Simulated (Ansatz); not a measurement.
**GaHOF (doublet): from Hartree-Fock to the top rungs, cc-pVTZ**

Aim: climb from Hartree-Fock through coupled cluster for GaHOF (doublet) at one geometry and basis, and see what each rung misses.

Program: Ansatz 0.2.0, Gaussian basis. Level of theory: cc-pVTZ, core rule «outside noble gas», up to 16 orbitals frozen. These are calculated values, not measurements.

The runs, in order: UHF; CCSD(T) on ROHF; CCSD(T) on UHF; BCCD(T) on ROHF; CCSDT(Q) on ROHF; CCSDT(Q) on UHF.

6 further runs of the same task are left out: 1 for a known fault of the program, 5 set aside as unsound or not needed. Runs told in other sessions of the task aren't counted.

## 1. The geometry

The geometry is a PBE0/def2-TZVP stationary point (not a proven minimum). No spin-orbit coupling is included. The filled d shell of Ga may be among the frozen orbitals whatever the setting's name suggests.

4 atoms, charge 0, spin multiplicity 2.

Atoms are counted from 1 here; the program's logs count them from 0.

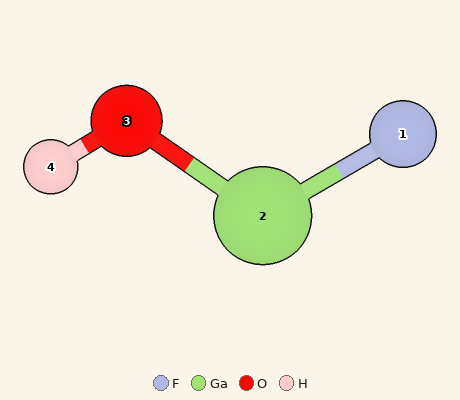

The geometry (fluorine light blue, gallium green, oxygen red, hydrogen pink); atoms are numbered from 1 in the order of the file.

In the tables R marks a restricted open-shell determinant and U an unrestricted one; energies count from the table's Hartree-Fock row.

## 2. UHF

Input file in.yaml:

```yaml
crystal:
  periodic: [false, false, false]
  atoms:
    - {symbol: F, position_ang: [0.000000, -0.613878, 1.472476]}
    - {symbol: Ga, position_ang: [0.000000, 0.320760, -0.018355]}
    - {symbol: O, position_ang: [0.000000, -0.660347, -1.521903]}
    - {symbol: H, position_ang: [0.000000, -0.135382, -2.326935]}
basis:
  gaussian: {orbitals: cc-pVTZ}
magnetization: {spin_polarized: true, initial_magnetization: 1}
hamiltonian: {xc: hf}
output: {orbitals: {seedname: orbitals}}
```

Command:

```console
$ ansatz run in.yaml --threads 1 --pin off --events-out ev --progress --plain --max-ram 4096MiB --backend cpu
```

The program printed:

```text
Functional definition: HF
  name "HF"
  cite "Fock, Z. Phys. 61, 126 (1930) doi:10.1007/BF01340294"
  parent pbe
  exchange = exact_x
  correlation = 0
926 factors; their error is unknown
mean field evaluation 1: about -57092.0211 eV, gradient 3.4e1 eV
mean field evaluation 2: about -57094.2046 eV, gradient 2.7e1 eV
mean field evaluation 4: about -57096.4859 eV, gradient 1.1e0 eV
mean field evaluation 8: about -57096.5074 eV, gradient 1.5e-1 eV
mean field evaluation 16: about -57092.8803 eV, gradient 3.4e1 eV
mean field -57097.37261811 eV, -2098.2897417262 hartree, gradient 2.4e-5 eV, S^2 0.757125; 0 other end points of the search recorded, 0 dependent functions left out
reference -57097.37261811 eV, -2098.2897417262 hartree; 25, 24 occupied and 92, 93 virtual orbitals, 926 factors
Total energy: -57097.37261811 eV, -2098.2897417262 hartree
```

Wall time 2 s (1 thread of AMD EPYC 7R13, shared host); peak memory 0.26 GiB.

From the report: ⟨S²⟩ of the determinant 0.757 (pure doublet: 0.75).

## 3. CCSD(T) on ROHF

Edit in.yaml of step 2 so:

```diff
@@ -9,4 +9,3 @@
   gaussian: {orbitals: cc-pVTZ}
-magnetization: {spin_polarized: true, initial_magnetization: 1}
-hamiltonian: {xc: hf}
-output: {orbitals: {seedname: orbitals}}
+magnetization: {spin_polarized: false, initial_magnetization: 1}
+correlation: {method: ccsd_t, electrons: outside_noble_gas}
```

Command:

```console
$ ansatz run in.yaml --threads 2 --pin off --events-out ev --progress --plain --max-ram 24576MiB --backend cuda --devices 0, --max-vram 18GiB
```

The program printed (excerpt; [...] marks lines left out):

```text
Functional definition: HF
  name "HF"
  cite "Fock, Z. Phys. 61, 126 (1930) doi:10.1007/BF01340294"
  parent pbe
[...]
740 factors; integrals over basis functions are off by at most 8.9e-4 eV
[...]
mean field -57097.32230504 eV, -2098.2878927550 hartree, gradient 2.7e-6 eV, S^2 0.750000; 0 other end points of the search recorded, 0 dependent functions left out
16 core orbitals not correlated, not the lowest: weight in the atoms' cores, before any rotation towards them, 0.794 or more for the frozen orbitals, at most 0.203 for the correlated occupied ones
reference -57097.32230504 eV, -2098.2878927550 hartree; 9, 8 occupied and 92, 93 virtual orbitals, 740 factors
second order -15.26003862 eV of doubles, -0.01872203 eV of singles
cycle   1  -14.83189097 eV  change    4.5e-1 eV  update   9.9e-2
[...]
cycle  11  -15.27265377 eV  change    7.9e-6 eV  update   1.5e-5
perturbative correction -0.52340536 eV, -0.0192347924 hartree
Total energy: -57113.11836417 eV, -2098.8683872213 hartree
```

Run time: 12 s. Hardware: 1 × H100 (card shared with other runs) with 2 threads of AMD EPYC 7R13, shared host; peak host memory 0.79 GiB.

From the report: correlation -15.7961 eV; T1 0.021; largest double amplitude 0.02.

## 4. CCSD(T) on UHF

Edit in.yaml of step 3 so:

```diff
@@ -9,3 +9,3 @@
   gaussian: {orbitals: cc-pVTZ}
-magnetization: {spin_polarized: false, initial_magnetization: 1}
+magnetization: {spin_polarized: true, initial_magnetization: 1}
 correlation: {method: ccsd_t, electrons: outside_noble_gas}
```

Same command.

The program printed (excerpt; [...] marks lines left out):

```text
Functional definition: HF
  name "HF"
  cite "Fock, Z. Phys. 61, 126 (1930) doi:10.1007/BF01340294"
  parent pbe
[...]
740 factors; integrals over basis functions are off by at most 8.9e-4 eV
[...]
mean field -57097.37336247 eV, -2098.2897690809 hartree, gradient 1.0e-5 eV, S^2 0.757125; 1 other end points of the search recorded, 0 dependent functions left out
determinant -57097.37336247 eV, -2098.2897690809 hartree, with singles and doubles -57112.59062892 eV, -2098.8489933086 hartree
determinant -57093.92403466 eV, -2098.1630086221 hartree, with singles and doubles -57108.53826369 eV, -2098.7000716330 hartree
16 core orbitals not correlated, not the lowest: weight in the atoms' cores, before any rotation towards them, 0.783 or more for the frozen orbitals, at most 0.215 for the correlated occupied ones
reference -57097.37336247 eV, -2098.2897690809 hartree; 9, 8 occupied and 92, 93 virtual orbitals, 740 factors
second order -15.23856422 eV of doubles, -0.00000000 eV of singles
cycle   1  -15.18023772 eV  change    -1.6e0 eV  update   3.0e-2
[...]
cycle  10  -15.23200533 eV  change    9.4e-6 eV  update   1.0e-5
perturbative correction -0.52123862 eV, -0.0191551659 hartree
Total energy: -57113.12660642 eV, -2098.8686901182 hartree
```

Run time: 14 s. Hardware: 1 × H100 (card shared with other runs) with 2 threads of AMD EPYC 7R13, shared host; peak host memory 0.81 GiB.

From the report: ⟨S²⟩ of the determinant 0.757 (pure doublet: 0.75); correlation -15.7532 eV; T1 0.018; largest double amplitude 0.02.

## 5. BCCD(T) on ROHF

Edit in.yaml of step 4 so:

```diff
@@ -9,3 +9,3 @@
   gaussian: {orbitals: cc-pVTZ}
-magnetization: {spin_polarized: true, initial_magnetization: 1}
-correlation: {method: ccsd_t, electrons: outside_noble_gas}
+magnetization: {spin_polarized: false, initial_magnetization: 1}
+correlation: {method: bccd_t, electrons: outside_noble_gas}
```

The command is unchanged.

The program printed (excerpt; [...] marks lines left out):

```text
Functional definition: HF
  name "HF"
  cite "Fock, Z. Phys. 61, 126 (1930) doi:10.1007/BF01340294"
  parent pbe
[...]
740 factors; integrals over basis functions are off by at most 8.9e-4 eV
[...]
mean field -57097.32230504 eV, -2098.2878927550 hartree, gradient 2.7e-6 eV, S^2 0.750000; 0 other end points of the search recorded, 0 dependent functions left out
16 core orbitals not correlated, not the lowest: weight in the atoms' cores, before any rotation towards them, 0.794 or more for the frozen orbitals, at most 0.203 for the correlated occupied ones
reference -57097.32230504 eV, -2098.2878927550 hartree; 9, 8 occupied and 92, 93 virtual orbitals, 740 factors
second order -15.26003862 eV of doubles, -0.01872203 eV of singles
cycle   1  -14.83077477 eV  change    4.5e-1 eV  update   9.8e-2
[...]
cycle  13  -15.23149021 eV  change    6.6e-6 eV  update   4.9e-6
perturbative correction -0.56986503 eV, -0.0209421537 hartree
Total energy: -57113.12366028 eV, -2098.8685818496 hartree
```

It took 11 s on 1 × H100 (card shared with other runs) with 2 threads of AMD EPYC 7R13, shared host; peak host memory 0.81 GiB.

From the report: correlation -15.8014 eV; largest double amplitude 0.02.

## 6. CCSDT(Q) on ROHF

Edit in.yaml of step 5 so:

```diff
@@ -10,2 +10,2 @@
 magnetization: {spin_polarized: false, initial_magnetization: 1}
-correlation: {method: bccd_t, electrons: outside_noble_gas}
+correlation: {method: ccsdt_q, electrons: outside_noble_gas}
```

The command is unchanged.

The program printed (excerpt; [...] marks lines left out):

```text
Functional definition: HF
  name "HF"
  cite "Fock, Z. Phys. 61, 126 (1930) doi:10.1007/BF01340294"
  parent pbe
[...]
1478 factors; integrals over basis functions are off by at most 2.0e-7 eV
[...]
mean field -57097.32258007 eV, -2098.2879028622 hartree, gradient 5.6e-6 eV, S^2 0.750000; 0 other end points of the search recorded, 0 dependent functions left out
16 core orbitals not correlated, not the lowest: weight in the atoms' cores, before any rotation towards them, 0.794 or more for the frozen orbitals, at most 0.203 for the correlated occupied ones
reference -57097.32258007 eV, -2098.2879028622 hartree; 9, 8 occupied and 92, 93 virtual orbitals, 1478 factors
second order -15.26007515 eV of doubles, -0.01872196 eV of singles
cycle   1  -14.83189358 eV  change    4.5e-1 eV  update   1.1e-1
[...]
cycle  18  -15.80297218 eV  change    3.1e-7 eV  update   1.2e-6
perturbative correction -0.02191008 eV, -0.0008051807 hartree
Total energy: -57113.14746233 eV, -2098.8694565588 hartree
```

Wall time 7.4 min (1 × H100 (card shared with other runs) with 2 threads of AMD EPYC 7R13, shared host); peak host memory 2.4 GiB.

From the report: correlation -15.8249 eV; T1 0.022; largest double amplitude 0.03.

## 7. CCSDT(Q) on UHF

Edit in.yaml of step 6 so:

```diff
@@ -9,3 +9,3 @@
   gaussian: {orbitals: cc-pVTZ}
-magnetization: {spin_polarized: false, initial_magnetization: 1}
+magnetization: {spin_polarized: true, initial_magnetization: 1}
 correlation: {method: ccsdt_q, electrons: outside_noble_gas}
```

Same command.

The program printed (excerpt; [...] marks lines left out):

```text
Functional definition: HF
  name "HF"
  cite "Fock, Z. Phys. 61, 126 (1930) doi:10.1007/BF01340294"
  parent pbe
[...]
1478 factors; integrals over basis functions are off by at most 2.0e-7 eV
[...]
mean field -57097.37363739 eV, -2098.2897791840 hartree, gradient 8.0e-6 eV, S^2 0.757125; 1 other end points of the search recorded, 0 dependent functions left out
determinant -57097.37363739 eV, -2098.2897791840 hartree, with singles and doubles -57112.59093256 eV, -2098.8490044670 hartree
determinant -57093.92431808 eV, -2098.1630190377 hartree, with singles and doubles -57108.53858207 eV, -2098.7000833334 hartree
16 core orbitals not correlated, not the lowest: weight in the atoms' cores, before any rotation towards them, 0.783 or more for the frozen orbitals, at most 0.215 for the correlated occupied ones
reference -57097.37363739 eV, -2098.2897791840 hartree; 9, 8 occupied and 92, 93 virtual orbitals, 1478 factors
second order -15.23860073 eV of doubles, -0.00000000 eV of singles
cycle   1  -14.80300848 eV  change    4.4e-1 eV  update   1.1e-1
[...]
cycle  17  -15.76034535 eV  change    4.6e-7 eV  update   1.9e-6
perturbative correction -0.02831435 eV, -0.0010405330 hartree
Total energy: -57113.16229709 eV, -2098.8700017261 hartree
```

Wall time 3.9 min (1 × H100 (card shared with other runs) with 2 threads of AMD EPYC 7R13, shared host); peak host memory 2 GiB.

From the report: ⟨S²⟩ of the determinant 0.757 (pure doublet: 0.75); correlation -15.7887 eV; T1 0.019; largest double amplitude 0.03.

## 8. Misses and costs

The yardstick is UCCSDT(Q), where the cluster series has nearly closed. Rows without a time are mean-field rows or come out of runs for another level: lower rungs of the coupled-cluster runs, or the Hartree-Fock search.

```
   method  energy from the lowest ROHF (kcal/mol)  from UCCSDT(Q) (kcal/mol)     time
      ROHF                                   0.00                    +365.28         
      UHF                                  -1.18                    +364.10         
     RMP2                                -352.34                     +12.94         
     UMP2                                -352.59                     +12.69         
    RCCSD                                -352.20                     +13.08         
    UCCSD                                -352.44                     +12.84         
 RCCSD(T)                                -364.27                      +1.01     12 s
 UCCSD(T)                                -364.46                      +0.82     14 s
  BCCD(T)                                -364.39                      +0.89     11 s
   RCCSDT                                -364.43                      +0.85         
   UCCSDT                                -364.63                      +0.65         
RCCSDT(Q)                                -364.94                      +0.34  7.4 min
UCCSDT(Q)                                -365.28                          0  3.9 min
```

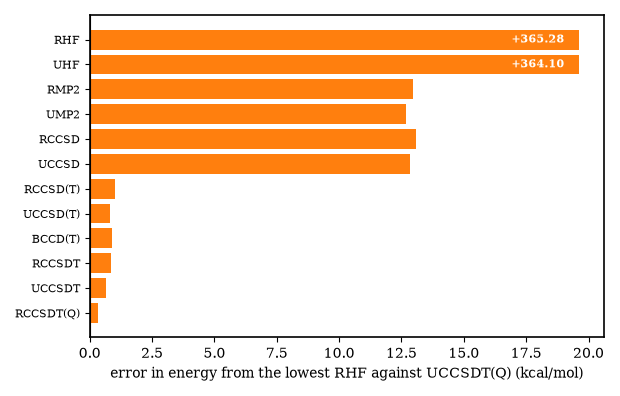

Error of each method against UCCSDT(Q). Bars with a number in them are cut short.

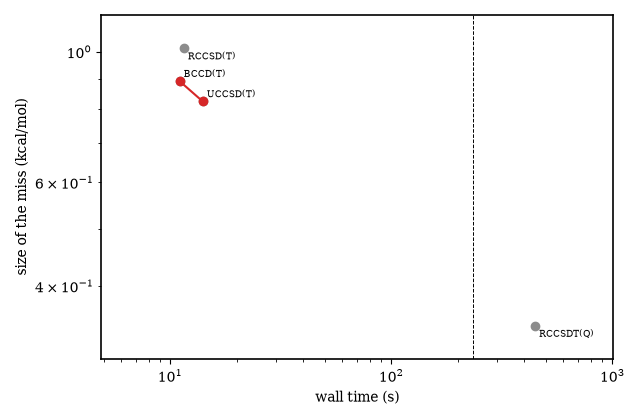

Miss against cost. Red marks the levels that no quicker level drawn beats (of those quicker than the yardstick), and the dashed line is the time of UCCSDT(Q). Times are from a shared host.

With the free atoms at the same levels and basis (separate runs), the atomisation energy is 12.672 eV at UCCSDT(Q), 12.661 eV at RCCSD(T), 12.661 eV at UCCSD(T), 8.783 eV at ROHF.

## 9. Results

```
                         quantity                                         value
    UCCSDT(Q) from the ROHF energy                                   -15.8400 eV
              RMP2 from UCCSDT(Q)                               +12.94 kcal/mol
              UMP2 from UCCSDT(Q)                               +12.69 kcal/mol
             RCCSD from UCCSDT(Q)                               +13.08 kcal/mol
          RCCSD(T) from UCCSDT(Q)                                +1.01 kcal/mol
          UCCSD(T) from UCCSDT(Q)                                +0.82 kcal/mol
         RCCSDT(Q) from UCCSDT(Q)                                +0.34 kcal/mol
levels within 1 kcal/mol (43 meV)  UCCSD(T), BCCD(T), RCCSDT, UCCSDT, RCCSDT(Q)
                    T1 diagnostic                                         0.021
```

What this shows: RCCSD(T) lands +1.01 kcal/mol from the yardstick (0.3 % of the correlation energy). These misses are within one basis, not against nature; the frozen cores of restricted and unrestricted runs differ, which can shift their rows.

UCCSD(T) reaches 0.82 kcal/mol from the reference in 14 s, where UCCSDT(Q) took 3.9 min; the quickest level in the cost chart, BCCD(T), takes 11 s and misses by 0.89 kcal/mol.
